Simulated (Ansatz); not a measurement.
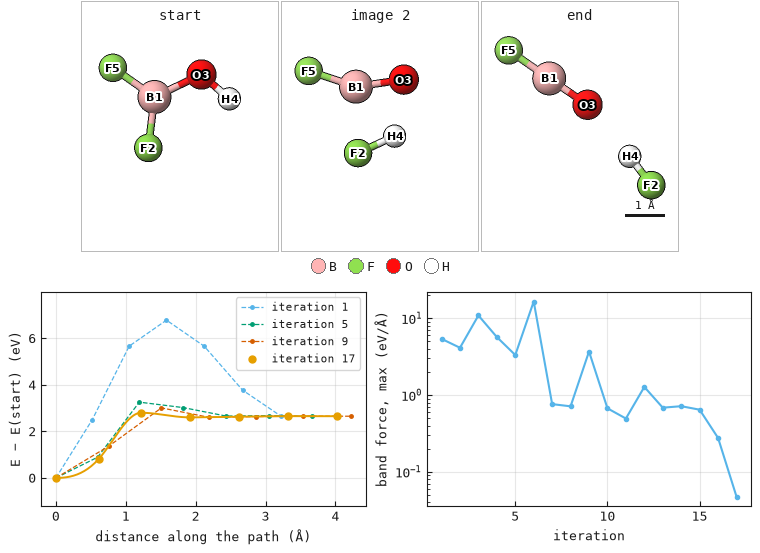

NEB run on BHOF₂. Images are numbered from 0 (start) to 6 (end). The plot follows the band through its iterations. A ball-and-stick model, seen face on.

Computed with Ansatz, RKS PBE0-D4/def2-SVP.

The input:
```yaml
crystal:
  periodic: [false, false, false]
  atoms:
    - {symbol: B, position_ang: [0.144191, -0.059763, 0.350584]}
    - {symbol: F, position_ang: [0.776150, -1.185975, 0.043385]}
    - {symbol: O, position_ang: [-0.573011, 0.630622, -0.554454]}
    - {symbol: H, position_ang: [-0.577145, 0.228410, -1.426196]}
    - {symbol: F, position_ang: [0.229815, 0.386706, 1.586681]}
basis:
  gaussian: {orbitals: def2-SVP}
hamiltonian: {xc: pbe0, dispersion: d4}
neb:
  images: 5
  climbing: true
  max_iterations: 40
  initial_path: idpp
  final_atoms:
    - {symbol: B, position_ang: [-0.178534, 0.779187, 1.066836]}
    - {symbol: F, position_ang: [0.368364, -1.497297, -1.964241]}
    - {symbol: O, position_ang: [-0.147427, 0.228046, -0.006213]}
    - {symbol: H, position_ang: [0.173877, -0.877742, -1.294099]}
    - {symbol: F, position_ang: [-0.216280, 1.367808, 2.197717]}
```

Command:
```bash
ansatz run in.yaml --threads 2 --pin off --events-out ev --progress --plain --max-ram 4352MiB
```

Q: Judge this run.

A: The run is converged, with reservations. The band converged in 17 iterations. The largest component of the band force went from 5.4 to 0.048 eV/Å. The climbing image converged on the top of the path. Its curvatures weren't checked. The largest force component is 0.20 eV/Å at the start and 0.11 eV/Å at the end; an end with forces this large is no minimum, and the barrier measured from it can be far off. The first iteration put the highest image at 6.78 eV. Forward barrier 2.80 eV, backward barrier 0.15 eV, with image 2 at the top; the reaction energy is +2.65 eV.

The run took 120 s on 2 threads of Intel Xeon Platinum 8259CL @ 2.50GHz (shared host).
